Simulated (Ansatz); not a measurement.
# CH6Si···H2: what the fields show

Input file:

```
crystal:
  periodic: [false, false, false]
  atoms:
    - { symbol: Si, position_ang: [0.18997, -0.055066, 0.156514] }
    - { symbol: C, position_ang: [0.139369, -0.043048, 2.037873] }
    - { symbol: H, position_ang: [-0.575505, -0.781007, 2.434997] }
    - { symbol: H, position_ang: [1.131274, -0.297388, 2.448936] }
    - { symbol: H, position_ang: [-0.132669, 0.948277, 2.434626] }
    - { symbol: H, position_ang: [1.586595, -0.338126, -0.323576] }
    - { symbol: H, position_ang: [-0.217311, 1.263196, -0.432977] }
    - { symbol: H, position_ang: [-0.699106, -1.115933, -0.423737] }
    - { symbol: H, position_ang: [-2.332805, 0.518225, 0.80745] }
    - { symbol: H, position_ang: [-2.055213, 0.44877, 1.459595] }
basis:
  gaussian: { orbitals: "6-31G*" }
hamiltonian:
  xc: pbe
  dispersion: d4
relax:
  f_tol: 0.03
  max_steps: 50
output:
  orbitals: {}
```

Launched as:

```sh
ansatz run input.yaml --threads 1 --pin off --max-ram 2048MiB --backend cpu --events-out ev --progress --plain --runs-dir out
```

The fields are those of the relaxed geometry.

Computed with RKS PBE-D4/6-31G* (Ansatz).

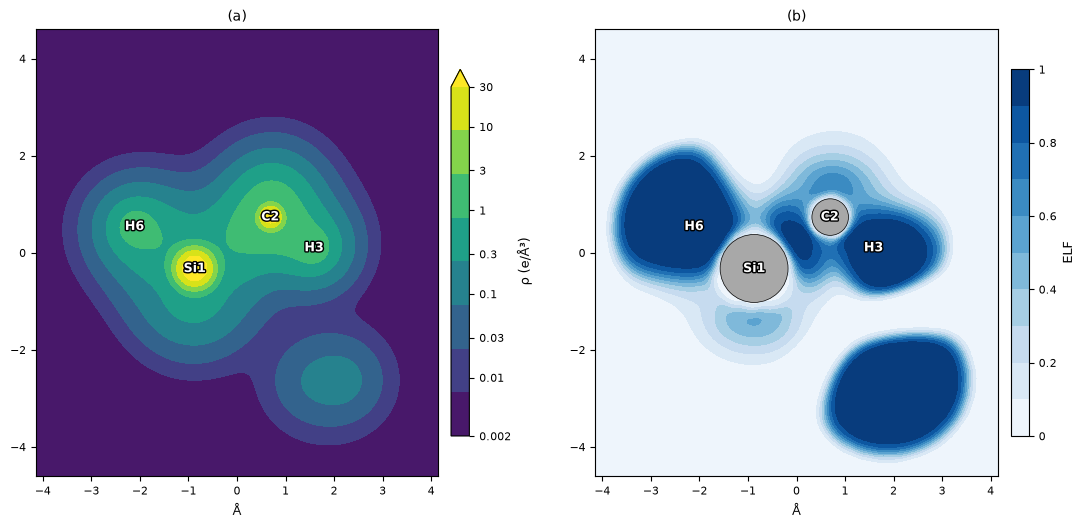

Figure 1. (a) electron density; (b) electron localisation function on the plane of atoms Si1, C2 and H3. Grey discs cover the atomic cores in the ELF map.

What do the fields say about this system?

Atoms in the plane: Si, C and H.
C–Si (1.89 Å): ρ is about 0.92 e/Å³ halfway; the ELF peaks at about 0.95 between the atoms; a shared electron pair.
C–H (1.10 Å): the density is about 1.9 e/Å³ at the midpoint; the ELF climbs to about 1 towards the hydrogen, as it does in any bond to H: an ordinary covalent bond to hydrogen.
Si–H (1.50 Å): ρ at the midpoint is about 0.76 e/Å³; the ELF climbs to about 1 towards the hydrogen.

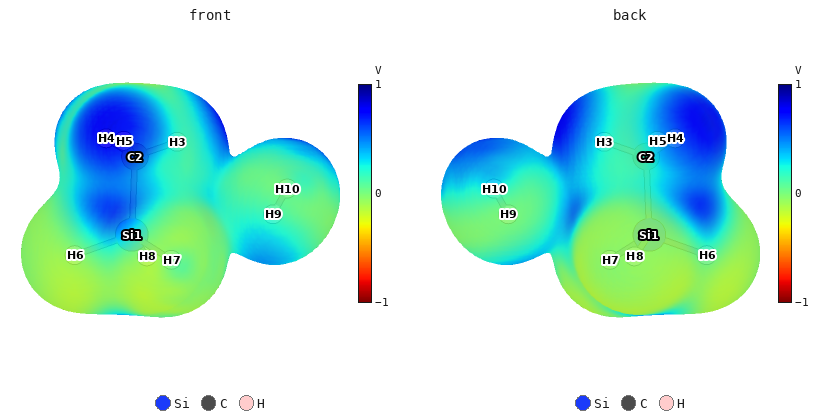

Figure 2. The electrostatic potential painted on the density surface at 0.002 e/bohr³, seen from the front and from behind; red is negative and blue positive.

Which sites attract a positive test charge, and which a negative one?

A positive charge is drawn to the negative regions and a negative charge to the positive ones. The most negative region (about −0.2 V) lies over H6, H7 and H8, the most positive (about +0.8 V, or +18 kcal/mol for a unit charge) over H3, H4 and H5.

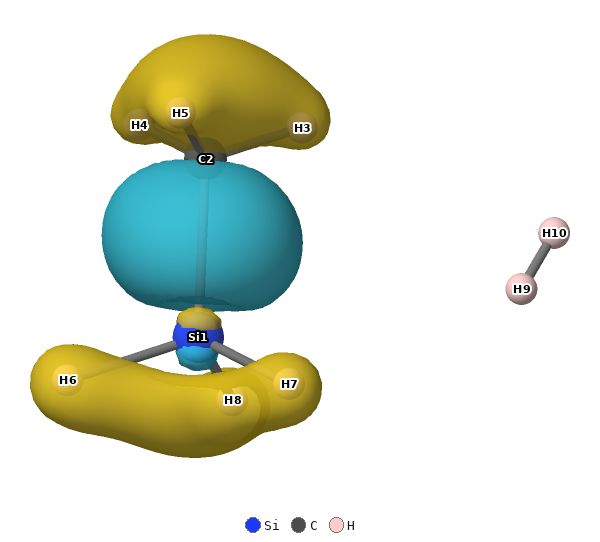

Figure 3. The HOMO at ±0.15 Å⁻³ᐟ² (yellow and cyan are the two phases), seen across its widest extent.

What is the character of this orbital?

By Hirshfeld shares it lies mainly on C2 (about 45 %) and Si1 (about 30 %). Its energy is −7.73 eV.
